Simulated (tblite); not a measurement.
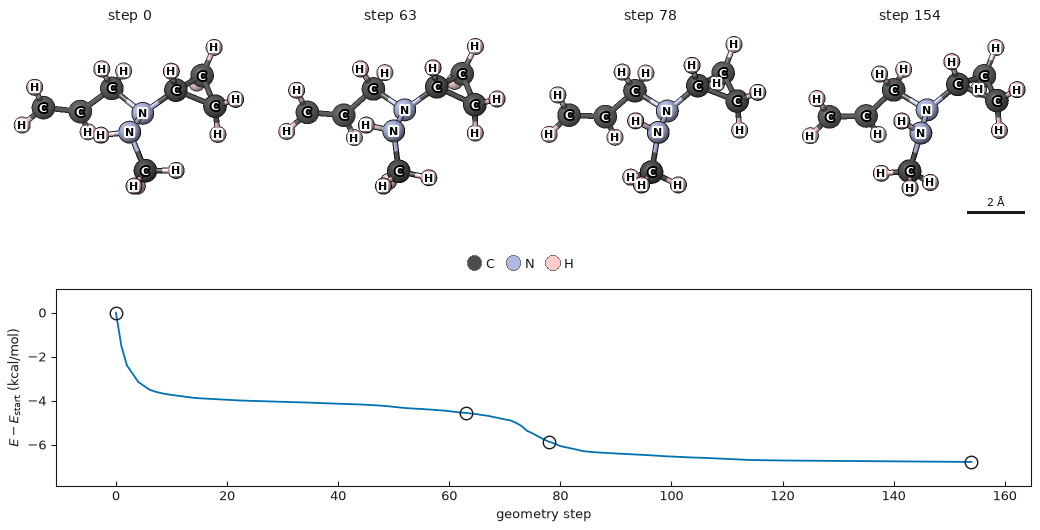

Frames of a relaxation of C₇H₁₄N₂, marked on the history of the run. A ball-and-stick model, seen at a tilt.

These are results of GFN2-xTB geometry optimisation, gas phase (tblite), not measurements. 

What happens along the run?

The atom that moves furthest after the best rigid fit is an H atom (1.50 Å). Largest moves by element: H 1.50 Å, C 0.65 Å, N 0.39 Å. Near-neighbour distances that change, for instance: N–N 1.467 → 1.414 Å, C–N 1.484 → 1.435 Å, C–N 1.498 → 1.461 Å, C–C 1.355 → 1.320 Å. Among the angles between lasting bonds that change: N–N–C 107.5° → 113.3°, C–N–N 109.5° → 114.7°, C–N–H 106.2° → 110.6°. Groups turn about N–N by about 55°. After 154 geometry steps the energy has fallen by 6.78 kcal/mol. From step 0 to 63: an H atom moves most (0.49 Å), energy −4.56 kcal/mol. From step 63 to 78: H atoms move most (0.65 Å), energy −1.31 kcal/mol. From step 78 to 154: an H atom moves most (0.54 Å), energy −0.92 kcal/mol.
